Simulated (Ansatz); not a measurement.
# Hf, response to strain

Consider Hf in the hcp (Mg type) structure (space group P6_3/mmc, No. 194; a = 3.204 Å, c = 5.073 Å; relaxed with 0.1 eV smearing).

Strains are applied to the cell and any free atomic positions relax.

Level of theory: Ansatz (a program for electronic structure) PBE, no spin-orbit coupling.

Notes on the quantities. energy relative to the base: free energy F.

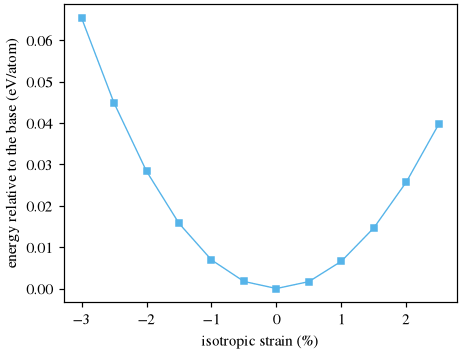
*Energy relative to the base against isotropic strain*

### Question
From the plot, what is the energy relative to the base for isotropic strain +0.50 %?

### Answer
About 0.002 eV/atom.

### Question
Is the trend monotonic over the range shown?

### Answer
No, it turns within the range, spanning 0 meV/atom to +65 meV/atom.

No phonon test of stability was made. All final runs are without spin polarisation.
